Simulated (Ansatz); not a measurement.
Input file:

```
crystal:
  periodic: [false, false, false]
  atoms:
    - {symbol: F, position_ang: [1.026557, -1.493482, -1.136440]}
    - {symbol: B, position_ang: [0.899114, -0.264336, -0.672525]}
    - {symbol: Ga, position_ang: [-0.657351, 0.181538, 0.694213]}
    - {symbol: F, position_ang: [-2.064762, 0.903608, -0.097856]}
    - {symbol: H, position_ang: [1.697578, 0.540366, -1.075537]}
    - {symbol: H, position_ang: [-0.859136, 0.068304, 2.241846]}
basis:
  gaussian: {orbitals: def2-TZVPP}
hamiltonian: {xc: pbe0, dispersion: d4}
output: {orbitals: {seedname: orbitals}}
```

Run with:

```sh
ansatz run in.yaml --threads 2 --pin off --events-out ev --progress --plain --max-ram 4352MiB
```

Geometry: PBE0-D4/def2-TZVP.

Method: Ansatz 0.2.0, RKS PBE0-D4/def2-TZVPP.

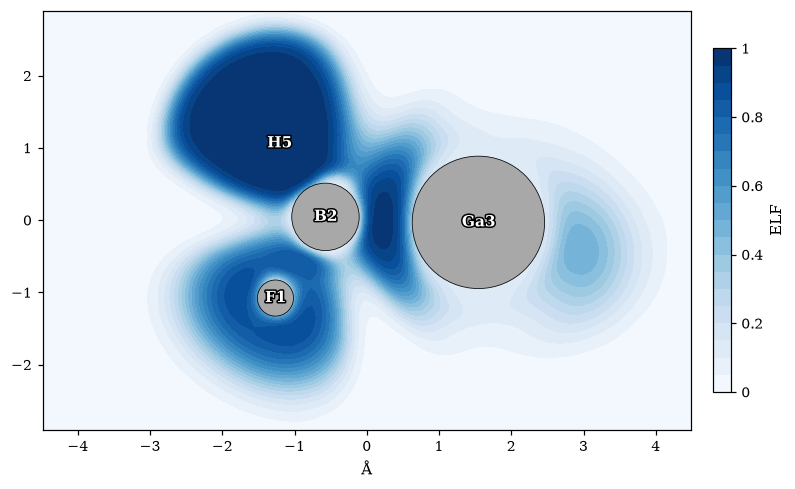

BF$_{2}$GaH$_{2}$. ELF on the plane of atoms F1, B2 and Ga3. Grey discs cover the atomic cores.

Question: Describe what can be read from this map.

Answer: The plane passes through F, B, Ga and H nuclei.
B–F (1.32 Å): the ELF peaks at about 0.85 between the atoms (a shared but strongly polarised pair).
Ga–B (2.12 Å): the ELF peaks at about 1 in the valence shell of B, 0.8 Å from its nucleus, and is about 0.80 at the midpoint.
B–H (1.20 Å): the ELF climbs to about 1 towards the hydrogen, as it does in any bond to H; an ordinary covalent bond to hydrogen.
The ELF also peaks beside F1, away from the bonds: lone-pair regions.
